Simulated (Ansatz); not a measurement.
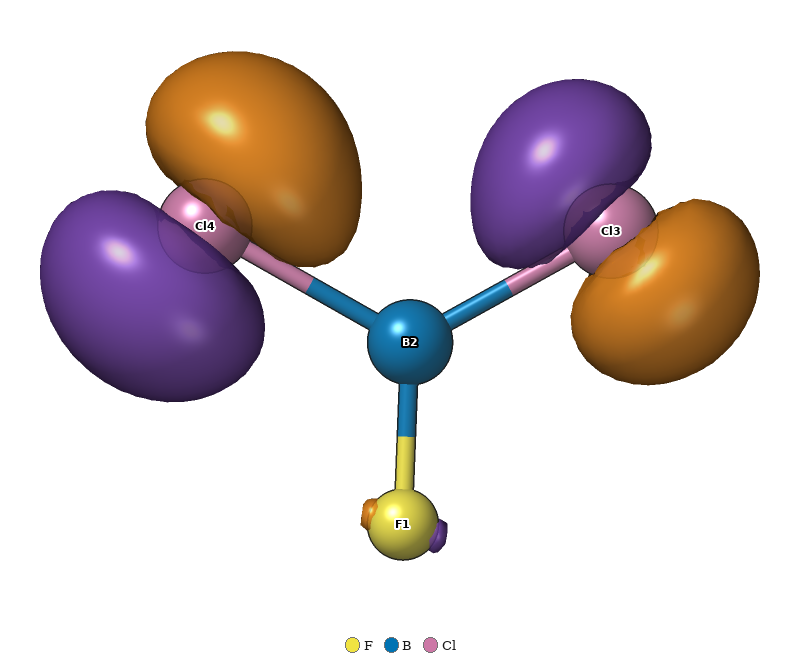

Figure 1: BCl2F (SMILES FB(Cl)Cl). The HOMO at ±0.15 Å⁻³ᐟ² (orange and purple are the two phases), seen across its widest extent.

Geometry: force field.

Computed with isolated molecule in a Gaussian basis; Kohn-Sham density functional theory, functional PBE-QIDH (Ansatz).

### Where does this orbital lie, and at what energy?

It lies mainly on Cl4 (about 60 %) and Cl3 (about 35 %); it is symmetric in the molecular plane (an in-plane orbital: σ, lone-pair or in-plane π type). Its energy is −11.90 eV.
